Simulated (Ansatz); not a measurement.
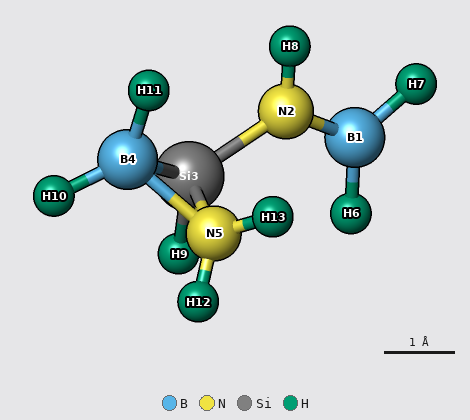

*The input geometry (ball-and-stick view, seen at a tilt; atoms are numbered from 1 in the order of the input).*

Bond lengths as drawn: B–H 1.20 Å, B–N 1.40 to 1.63 Å, B–Si 1.95 Å, H–N 1.01 Å, H–Si 1.48 Å and N–Si 1.74 to 1.87 Å.

# Single-point calculation, with input and output: B₂SiN₂H₈

B₂SiN₂H₈, computed with RKS wB97M-V/def2-TZVPP (Ansatz 0.2.0).

The geometry comes from this level: PBE0-D4/def2-TZVP. Figures and captions count atoms from 1; the log counts them from 0 in places.

**Log**
```
Functional definition: wB97M-V
  name "wB97M-V"
  cite "Mardirossian & Head-Gordon, J. Chem. Phys. 144, 214110 (2016) doi:10.1063/1.4952647"
  cite "Becke, J. Chem. Phys. 107, 8554 (1997) doi:10.1063/1.475007"
  cite "Vydrov & Van Voorhis, J. Chem. Phys. 133, 244103 (2010) doi:10.1063/1.3521275"
  # Of w^i u^j: cxij and so on, Table III.
  parameter omega = 0.3/bohr
  parameter cx = 0.15
  parameter cx01 = 1.007
  parameter cx10 = 0.259
  parameter css00 = 0.443
  parameter css04 = -1.437
  parameter css10 = -4.535
  parameter css20 = -3.390
  parameter css43 = 4.278
  parameter cos00 = 1.000
  parameter cos10 = 1.358
  parameter cos20 = 2.924
  parameter cos21 = -8.812
  parameter cos60 = -1.390
  parameter cos61 = 9.142
  parameter b = 6.0
  parameter c = 0.01
  gx(w, u) = 1 - cx + cx01*u + cx10*w
  gss(w, u) = css00 + css04*u^4 + css10*w + css20*w^2 + css43*w^4*u^3
  gos(w, u) = cos00 + cos10*w + (cos20 + cos21*u)*w^2 + (cos60 + cos61*u)*w^6
  exchange = spin_sum(e_x_unif_sr(omega)*gx(b97_w, b97_u_x)) + cx*exact_x_sr(omega) + exact_x_lr(omega)
  correlation = spin_sum(e_c_pw_mod_same_spin*gss(b97_w, b97_u_same))
      + integral(e_c_pw_mod_opposite_spin*gos(b97_w_opposite, b97_u_opposite)) + vv10(b, c)
1411 factors; their error is unknown
372 factors; integrals over basis functions are off by at most 1.2e-5 eV
mean field evaluation 1: about -12333.7884 eV, gradient 6.2e1 eV
mean field evaluation 2: about -12334.5052 eV, gradient 6.0e1 eV
mean field evaluation 4: about -12341.4353 eV, gradient 1.8e0 eV
mean field evaluation 8: about -12341.4522 eV, gradient 5.1e-2 eV
mean field evaluation 16: about -12341.4500 eV, gradient 6.5e-5 eV
mean field -12341.44997153 eV, -453.5399211185 hartree, gradient 6.5e-5 eV, S^2 0.000000; 0 other end points of the search recorded, 0 dependent functions left out
the calculation of the forces begins
reference -12341.45003667 eV, -453.5399235124 hartree; 23, 23 occupied and 255, 255 virtual orbitals, 1411 factors
Total energy: -12341.45003667 eV, -453.5399235124 hartree
Atom 0 at    -1.096265     2.014836     1.013317 Å, force    -0.016222     0.211349     0.067510 eV/Å
Atom 1 at    -1.014836     0.645526     0.728746 Å, force    -0.028222    -0.088148     0.035267 eV/Å
Atom 2 at    -0.344391    -0.094343    -0.700677 Å, force    -0.016264     0.069112    -0.175899 eV/Å
Atom 3 at     0.371409    -1.907199    -0.717830 Å, force    -0.085327    -0.192357    -0.037171 eV/Å
Atom 4 at     1.386369    -0.691446    -0.338574 Å, force     0.150791     0.090683     0.042792 eV/Å
Atom 5 at    -0.629135     2.795468     0.233704 Å, force    -0.054051    -0.093763     0.084898 eV/Å
Atom 6 at    -1.624570     2.382635     2.023590 Å, force     0.065222    -0.045175    -0.123215 eV/Å
Atom 7 at    -1.435629     0.007938     1.391155 Å, force     0.013974     0.041168    -0.020078 eV/Å
Atom 8 at    -0.194948     0.974233    -1.716777 Å, force    -0.016364    -0.108976     0.113067 eV/Å
Atom 9 at     0.632276    -2.429406    -1.762246 Å, force    -0.025146     0.065540     0.124750 eV/Å
Atom 10 at     0.108105    -2.582041     0.238695 Å, force     0.037821     0.079982    -0.108197 eV/Å
Atom 11 at     2.133000    -0.493221    -0.989637 Å, force    -0.023535    -0.018815     0.039290 eV/Å
Atom 12 at     1.728814    -0.657579     0.611536 Å, force    -0.002678    -0.010601    -0.043014 eV/Å
Dipole moment:     0.355883     0.168558     0.182298 e Å
```

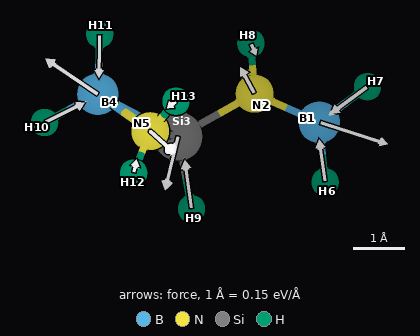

*Forces on the atoms as white arrows (ball-and-stick view, seen at a tilt; atoms are numbered from 1 in the order of the input).*

The largest act on B1 (0.22 eV/Å); B4 (0.21 eV/Å); Si3 (0.19 eV/Å); N5 (0.18 eV/Å), among others. The geometry is not a stationary point of this energy.

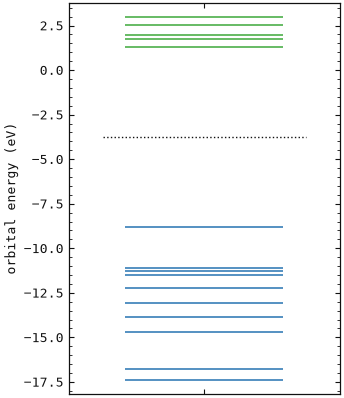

*Orbital energies near the frontier; the dotted line parts filled from empty levels, and levels within 0.02 eV of each other stand side by side.*

Highest filled −8.82 eV, lowest empty 1.29 eV, 10.11 eV apart.

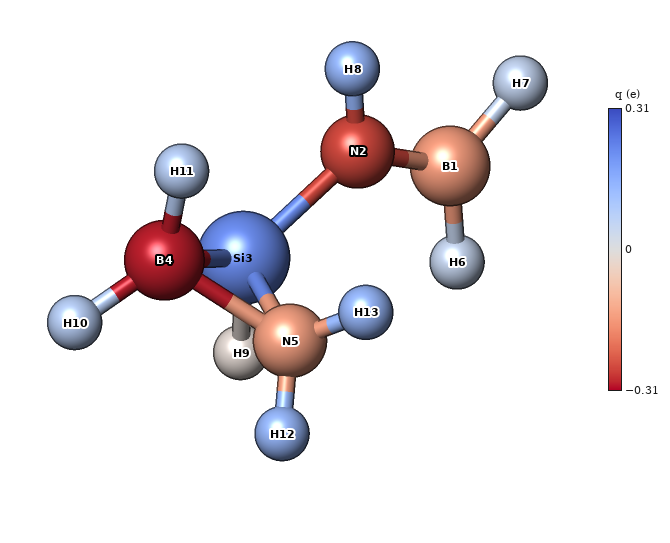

*Mulliken charges, as the colour of each atom (ball-and-stick view, seen at a tilt; atoms are numbered from 1 in the order of the input).*

By element: B −0.30 to −0.15, N −0.26 to −0.14, Si +0.21 and H −0.02 to +0.13 e.

This output came from the following input.

**Input**
```yaml
crystal:
  periodic: [false, false, false]
  atoms:
    - {symbol: B, position_ang: [-1.096265, 2.014836, 1.013317]}
    - {symbol: N, position_ang: [-1.014836, 0.645526, 0.728746]}
    - {symbol: Si, position_ang: [-0.344391, -0.094343, -0.700677]}
    - {symbol: B, position_ang: [0.371409, -1.907199, -0.717830]}
    - {symbol: N, position_ang: [1.386369, -0.691446, -0.338574]}
    - {symbol: H, position_ang: [-0.629135, 2.795468, 0.233704]}
    - {symbol: H, position_ang: [-1.624570, 2.382635, 2.023590]}
    - {symbol: H, position_ang: [-1.435629, 0.007938, 1.391155]}
    - {symbol: H, position_ang: [-0.194948, 0.974233, -1.716777]}
    - {symbol: H, position_ang: [0.632276, -2.429406, -1.762246]}
    - {symbol: H, position_ang: [0.108105, -2.582041, 0.238695]}
    - {symbol: H, position_ang: [2.133000, -0.493221, -0.989637]}
    - {symbol: H, position_ang: [1.728814, -0.657579, 0.611536]}
basis:
  gaussian: {orbitals: def2-TZVPP}
hamiltonian: {xc: {name: wB97M-V}}
output: {forces: true, orbitals: {seedname: orbitals}}
```

Launched with:
```bash
ansatz run in.yaml --threads 4 --pin off --events-out ev --progress --plain --max-ram 10444MiB
```

**Summary**

```json
{"quantity": "outcome", "value": "converged"}
{"quantity": "total energy", "value": "−12341.4500 eV"}
{"quantity": "SCF solution under orbital rotations", "value": "stable"}
{"quantity": "HOMO", "value": "−8.82 eV"}
{"quantity": "LUMO", "value": "1.29 eV"}
{"quantity": "largest force (length of the vector)", "value": "0.222 eV/Å"}
{"quantity": "dipole moment", "value": "2.08 D"}
{"quantity": "hardware", "value": "4 threads of Arm Neoverse V1, 23 GiB of memory available, shared host"}
{"quantity": "wall time", "value": "13 s (CPU time 49 s)"}
{"quantity": "peak memory", "value": "1.1 GiB"}
```
